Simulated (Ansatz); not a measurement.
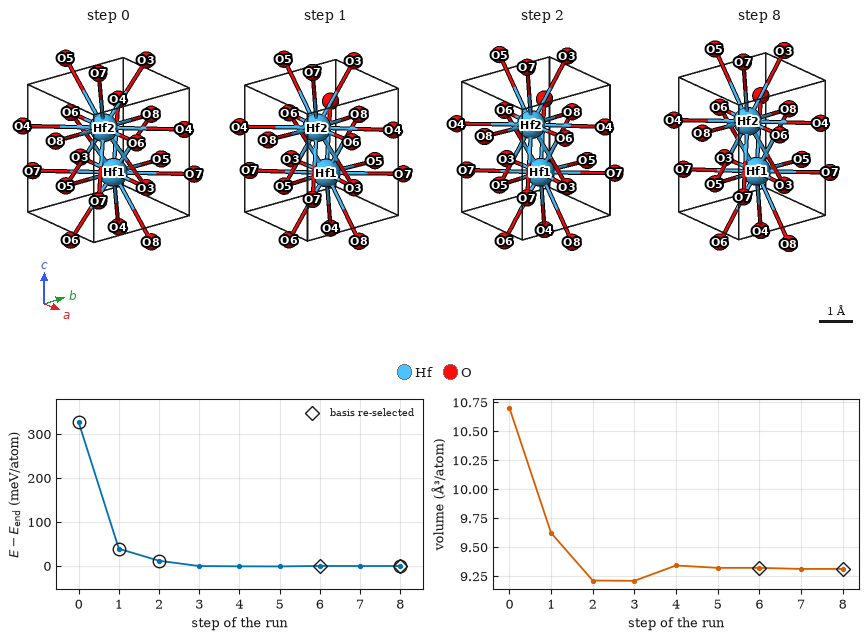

Frames of a relaxation of a crystal of HfO3 (built on the Ni3Sn (D0_19)_194 type) (coarse preliminary run), marked on the history of the run. A ball-and-stick model of the cell of the calculation, seen slightly off an axis.

Case: Ni3Sn (D0_19) type (P6_3/mmc, No. 194).

Method: Ansatz, DFT PBE, scalar-relativistic, plane waves, PAW. Set-up: plane-wave cutoff 420 eV; k-point mesh 6 × 6 × 4; occupations gaussian; smearing width 0.1 eV; no spin polarisation; cell and atoms relaxed; force threshold 0.04 eV/Å; at most 70 steps.

Q: What happens along the run?

A: Over 6 accepted moves (8 points after the start) the energy falls by 327 meV per atom. Largest force component: 2.3 eV/Å at the start, 0.007 eV/Å at the end. Pressure: −25.13 GPa at the start and 0.04 GPa at the end. At 2 points the geometry stayed and the basis and grid were re-selected for the new cell (energy shift of 1.1 meV per atom at most each time). The largest moves relative to the cell, 0.069 Å, are those of O3, O4, O5, O6, O7 and O8. O3 goes along [−1 −2 0]. Hf stays in place. The drawn cell changes as follows: a = b 4.976 → 4.516 Å (−9.2 %), c 3.994 → 4.218 Å (+5.6 %); the volume changes by −13.0 %. Among the contacts that change: Hf1–O3 2.488 → 2.259 Å, Hf1–Hf2 3.498 → 3.354 Å, Hf1–O4 2.458 → 2.443 Å. Bond angles that change, for instance: Hf2–O7–Hf2 108.7° → 119.4°, Hf1–O7–Hf1 179.9° → 176.4°. The space group stays P6_3/mmc (No. 194). From step 0 to 1: O atoms move most (0.12 Å), volume −10.1 %, energy −288 meV per atom. From step 1 to 2: volume −4.3 %, energy −27.3 meV per atom. From step 2 to 8: O atoms move most (0.04 Å), volume +1.1 %, energy −12.0 meV per atom.

| step | E − E(0), meV/atom | largest force component, eV/Å | pressure, GPa | volume, Å³/atom | note |
| --- | --- | --- | --- | --- | --- |
| 0 | 0.00 | 2.3141 | -25.13 | 10.702 |  |
| 1 | -287.68 | 0.0957 | -4.29 | 9.624 |  |
| 2 | -314.98 | 0.7232 | 4.96 | 9.214 |  |
| 3 | -327.05 | 0.1177 | 3.13 | 9.211 |  |
| 4 | -327.69 | 0.0375 | -0.45 | 9.344 |  |
| 5 | -327.88 | 0.0072 | -0.02 | 9.323 |  |
| 6 | -326.82 | 0.0090 | -0.29 | 9.323 | same geometry, new basis |
| 7 | -327.02 | 0.0069 | 0.05 | 9.314 |  |
| 8 | -327.01 | 0.0070 | 0.04 | 9.314 | same geometry, new basis |

Limits of the set-up: the k-point mesh is coarse for a cell with partly filled bands.
